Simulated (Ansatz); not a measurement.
# doublet SF3: levels of theory compared

Aim: a comparison of 6 runs (UHF/3-21G, UB3LYP/6-31G*, U-r2SCAN0/6-311+G**, UB2PLYP/6-311+G**, UBHLYP/6-311+G**, UBLYP/6-311+G**) of doublet SF3. 

The results are computed with Ansatz 0.2.0.

2 further runs of the same task are left out: 2 set aside as unsound or not needed.

## 1. The system as given

The species is SF3 (4 atoms), meant as a doublet with charge 0. SMILES of the parent species: `F[S+](F)F`. The shape is that of a PBE0-D4/def2-TZVP optimisation. That shape belongs to the parent species and isn't relaxed for this state.

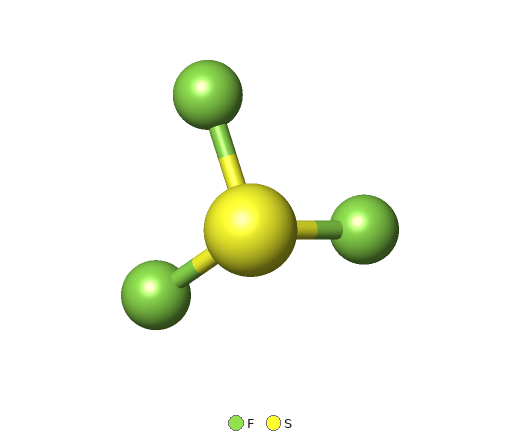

The structure, seen from a chosen angle (fluorine green, sulfur yellow).

## 2. The energy at UHF/3-21G (run 1)

job.yaml

```yaml
basis:
  gaussian: {orbitals: 3-21G.json}
crystal:
  periodic: [false, false, false]
  atoms:
    - {symbol: F, position_ang: [0.623020, 0.191030, 1.167760]}
    - {symbol: S, position_ang: [0.432770, -0.058560, -0.301740]}
    - {symbol: F, position_ang: [-0.545420, -1.197460, -0.238600]}
    - {symbol: F, position_ang: [-0.510370, 1.064990, -0.627420]}
hamiltonian: {xc: hf}
magnetization: {spin_polarized: true, initial_magnetization: 1}
accuracy: high
output: {orbitals: {seedname: orbitals}}
```

The basis set 3-21G is read from a file made from the Basis Set Exchange's data (not shown).

The run is started by

```console
$ ansatz run job.yaml --threads 1 --pin off --max-ram 3480MiB --events-out events.jsonl --progress --plain --runs-dir runs
```

Log:

```text
Warning: RAYON_NUM_THREADS=1 ignored (pool sized by the plan → 1); use --threads N
Functional definition: HF
  name "HF"
  exchange = exact_x
  correlation = 0
806 factors; integrals over basis functions are off by at most 7.0e-9 eV
mean field evaluation 1: about -18826.3638 eV, gradient 2.3e1 eV
mean field evaluation 2: about -18826.3785 eV, gradient 2.3e1 eV
mean field evaluation 4: about -18828.7762 eV, gradient 1.7e0 eV
mean field evaluation 8: about -18828.8036 eV, gradient 9.1e-3 eV
mean field evaluation 16: about -18828.8036 eV, gradient 1.6e-7 eV
mean field evaluation 32: about -18828.8028 eV, gradient 1.6e-2 eV
mean field evaluation 64: about -18828.8013 eV, gradient 2.4e-1 eV
mean field evaluation 96: about -18828.7142 eV, gradient 3.3e0 eV
mean field evaluation 128: about -18828.8017 eV, gradient 2.0e-1 eV
mean field evaluation 160: about -18828.8025 eV, gradient 2.2e-3 eV
mean field -18828.80357454 eV, -691.9457687429 hartree, gradient 2.5e-8 eV, S^2 0.759081; 2 other end points of the search recorded, 0 dependent functions left out
reference -18828.80357454 eV, -691.9457687429 hartree; 22, 21 occupied and 18, 19 virtual orbitals, 806 factors
Total energy: -18828.80357454 eV, -691.9457687429 hartree
```

It took 0.62 s on 1 thread of AMD EPYC 9R45 (Zen 5), shared host.

## 3. A single-point energy at UB3LYP/6-31G(d) (spherical functions) (run 2)

molecule.yaml

```yaml
basis:
  gaussian: {orbitals: 6-31G_st_-spherical.json}
crystal:
  periodic: [false, false, false]
  atoms:
    - {symbol: F, position_ang: [0.623020, 0.191030, 1.167760]}
    - {symbol: S, position_ang: [0.432770, -0.058560, -0.301740]}
    - {symbol: F, position_ang: [-0.545420, -1.197460, -0.238600]}
    - {symbol: F, position_ang: [-0.510370, 1.064990, -0.627420]}
magnetization: {spin_polarized: true, initial_magnetization: 1}
hamiltonian: {xc: {name: B3LYP}}
accuracy: high
output: {orbitals: {seedname: orbitals}}
```

The basis set 6-31G* is read from a file made from the Basis Set Exchange's data (not shown).

The run is started by

```console
$ ansatz run molecule.yaml --threads 1 --pin off --max-ram 3480MiB --events-out events.jsonl --progress --plain --runs-dir runs
```

Log:

```text
Warning: RAYON_NUM_THREADS=1 ignored (pool sized by the plan → 1); use --threads N
Functional definition: B3LYP
  name "B3LYP"
  parameter a0 = 0.2
  parameter ax = 0.72
  parameter ac = 0.81
  exchange = (1 - a0 - ax)*slater_x + ax*b88_x + a0*exact_x
  correlation = (1 - ac)*vwn_rpa_c + ac*lyp_c
1259 factors; integrals over basis functions are off by at most 3.7e-9 eV
mean field evaluation 1: about -18976.8863 eV, gradient 3.0e1 eV
mean field evaluation 2: about -18974.0109 eV, gradient 4.4e1 eV
mean field evaluation 4: about -18979.5235 eV, gradient 3.1e-1 eV
mean field evaluation 8: about -18979.7598 eV, gradient 1.8e-1 eV
mean field evaluation 16: about -18979.7600 eV, gradient 7.3e-3 eV
mean field evaluation 32: about -18979.7600 eV, gradient 5.7e-6 eV
mean field evaluation 64: about -18979.7600 eV, gradient 5.3e-4 eV
mean field -18979.76006798 eV, -697.4933175550 hartree, gradient 2.4e-8 eV, S^2 0.753251; 4 other end points of the search recorded, 0 dependent functions left out
reference -18979.76009390 eV, -697.4933185074 hartree; 22, 21 occupied and 38, 39 virtual orbitals, 1259 factors
Total energy: -18979.76009390 eV, -697.4933185074 hartree
```

It took 14 s on 1 thread of AMD EPYC 9R45 (Zen 5), shared host; peak memory 0.27 GiB.

Runs 3 to 5 aren't shown in full; the table further down has their settings and results.

## 4. The energy at UBLYP/6-311+G(d,p) (run 6)

input.yaml

```yaml
crystal:
  periodic: [false, false, false]
  atoms:
    - {symbol: F, position_ang: [0.623020, 0.191030, 1.167760]}
    - {symbol: S, position_ang: [0.432770, -0.058560, -0.301740]}
    - {symbol: F, position_ang: [-0.545420, -1.197460, -0.238600]}
    - {symbol: F, position_ang: [-0.510370, 1.064990, -0.627420]}
basis:
  gaussian:
    orbitals: 6-311+G_st__st_-spherical.json
magnetization:
  spin_polarized: true
  initial_magnetization: 1
hamiltonian:
  xc: {name: BLYP}
accuracy: high
output: {orbitals: {seedname: orbitals}}
```

The basis set 6-311+G** is read from a file made from the Basis Set Exchange's data (not shown).

The run is started by

```console
$ ansatz run input.yaml --threads 1 --pin off --max-ram 3480MiB --events-out events.jsonl --progress --plain --runs-dir runs
```

Log:

```text
Warning: RAYON_NUM_THREADS=1 ignored (pool sized by the plan → 1); use --threads N
Functional definition: BLYP
  name "BLYP"
  parameter beta = 0.0042
  parameter a = 0.04918
  parameter b = 0.132
  parameter c = 0.2533
  parameter d = 0.349
  exchange = b88_x(beta = beta)
  correlation = lyp_c(a = a, b = b, c = c, d = d)
1730 factors; integrals over basis functions are off by at most 4.3e-9 eV
mean field evaluation 1: about -18978.9120 eV, gradient 4.0e1 eV
mean field evaluation 2: about -18966.8175 eV, gradient 7.7e1 eV
mean field evaluation 4: about -18982.6341 eV, gradient 8.1e0 eV
mean field evaluation 8: about -18982.8697 eV, gradient 5.4e-1 eV
mean field evaluation 16: about -18982.8634 eV, gradient 9.6e-3 eV
mean field evaluation 32: about -18982.8634 eV, gradient 2.0e-8 eV
mean field evaluation 64: about -18982.8634 eV, gradient 2.5e-8 eV
mean field -18982.86337894 eV, -697.6073621289 hartree, gradient 8.1e-8 eV, S^2 0.752290; 6 other end points of the search recorded, 0 dependent functions left out
reference -18982.86342525 eV, -697.6073638310 hartree; 22, 21 occupied and 74, 75 virtual orbitals, 1730 factors
Total energy: -18982.86342525 eV, -697.6073638310 hartree
```

Run time: 11 s. Hardware: 1 thread of AMD EPYC 9R45 (Zen 5), shared host; peak memory 0.27 GiB.

## 5. All runs side by side

```csv
run,level,frozen core orbitals,energy (Eh),HOMO energy (eV),LUMO energy (eV),⟨S²⟩,wall time
1,UHF/3-21G,–,-691.945769,-5.93,3.88,0.759,0.62 s
2,UB3LYP/6-31G* (spherical functions),–,-697.493319,-2.52,-0.50,0.753,14 s
3,U-r2SCAN0/6-311+G**,–,-697.421360,-3.93,-1.11,0.758,42 s
4,UB2PLYP/6-311+G**,8,-697.276653,-4.91,0.13,0.758,30 s
5,UBHLYP/6-311+G**,–,-697.495326,-4.94,-0.19,0.757,30 s
6,UBLYP/6-311+G**,–,-697.607364,-2.33,-2.22,0.752,11 s
```

## 6. Summary of results

| quantity | value |
| --- | --- |
| run 6: total energy | -697.60736 Eh |
| run 6: HOMO energy (highest over α and β) | -2.33 eV |
| run 6: LUMO energy (lowest over α and β) | -2.22 eV |
| run 6: ⟨S²⟩ | 0.752 |

In words: Totals of different functionals can't be ranked against each other. All runs together took 2.1 min, the longest 42 s.
